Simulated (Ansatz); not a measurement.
```
CELL_PARAMETERS angstrom
6.39905 0.00000 0.00000
-3.19952 5.54174 0.00000
0.00000 0.00000 7.98333
ATOMIC_POSITIONS crystal
Cs 0.00000 0.00000 0.00000
Cs 0.33333 0.66667 0.64189
Cs 0.66667 0.33333 0.35811
Sb 0.33333 0.66667 0.09293
Sb 0.66667 0.33333 0.90707
```

Space group P-3m1; started from the A-type sesquioxide_164 prototype, which need not be the ambient phase; computed without spin polarisation.

Method: DFT PBE, scalar-relativistic, plane waves, PAW in Ansatz.

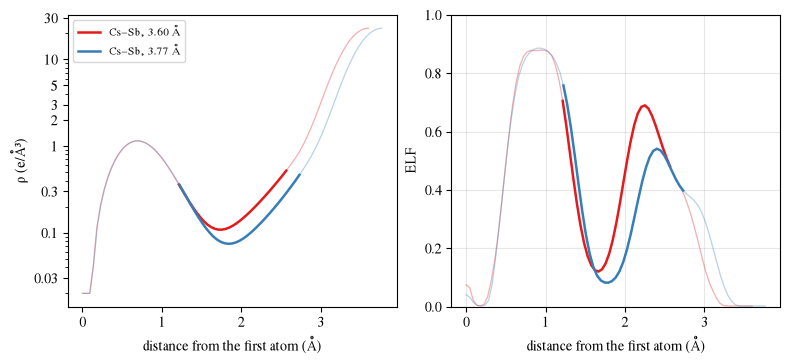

Cs$_{3}$Sb$_{2}$. Valence electron density and electron localisation function along straight lines between neighbouring atoms. Thin, pale parts lie inside the atomic spheres.

The density is the valence pseudo-density of a PAW calculation; it isn't the true density close to the nuclei.

Question: Compare the contacts.

Answer: Cs–Sb (3.60 Å): ρ is about 0.11 e/Å³ halfway; the ELF peaks at about 0.70 in the valence shell of Sb, 1.4 Å from its nucleus, and drops to about 0.10 between the two atoms (no shared electron pair shows on this line).
Cs–Sb (3.77 Å): the density is about 0.08 e/Å³ at the midpoint; the ELF peaks at about 0.55 in the valence shell of Sb, 1.4 Å from its nucleus, and drops to about 0.10 between the two atoms; no shared electron pair shows on this line.
